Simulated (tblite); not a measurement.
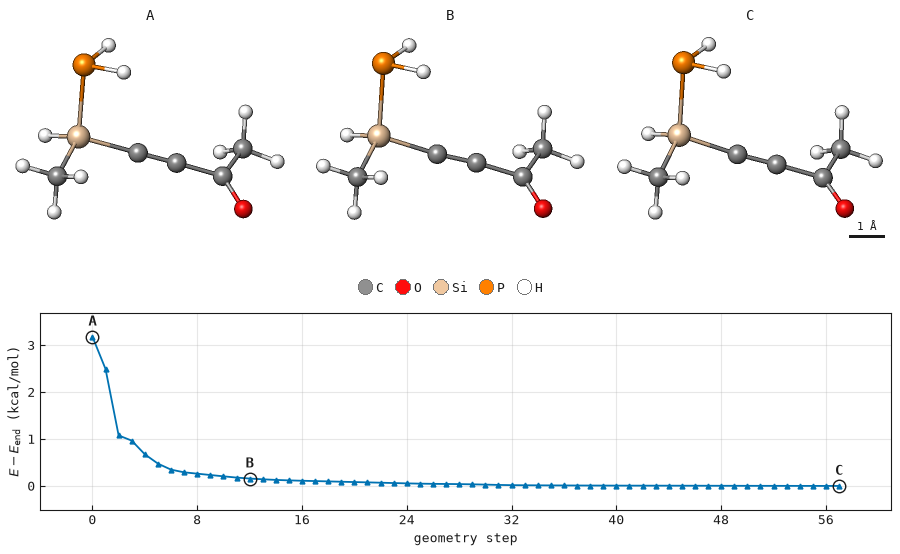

Frames of a relaxation of C₅H₉OPSi, marked on the history of the run. A ball-and-stick model, seen at a tilt.

These are results of GFN2-xTB geometry optimisation, gas phase (tblite 0.8.0), not measurements. 

Q: What happens along the run?

A: The energy falls by 3.18 kcal/mol in 57 geometry steps. An H atom moves most after the best rigid fit: 0.13 Å. Largest moves by element: H 0.13 Å, P 0.07 Å, C 0.07 Å, O 0.06 Å, Si 0.06 Å. Near-neighbour distances that change, for instance: C–Si 1.841 → 1.900 Å, P–Si 2.221 → 2.256 Å, C–O 1.236 → 1.207 Å, H–P 1.411 → 1.384 Å. Among the angles between lasting bonds that change: C–C–C 116.8° → 112.8°, C–Si–C 112.5° → 108.8°, C–Si–P 106.6° → 110.3°. From step 0 to 12: an H atom moves most (0.07 Å), energy −3.02 kcal/mol. From step 12 to 57: an H atom moves most (0.09 Å), energy −0.16 kcal/mol.
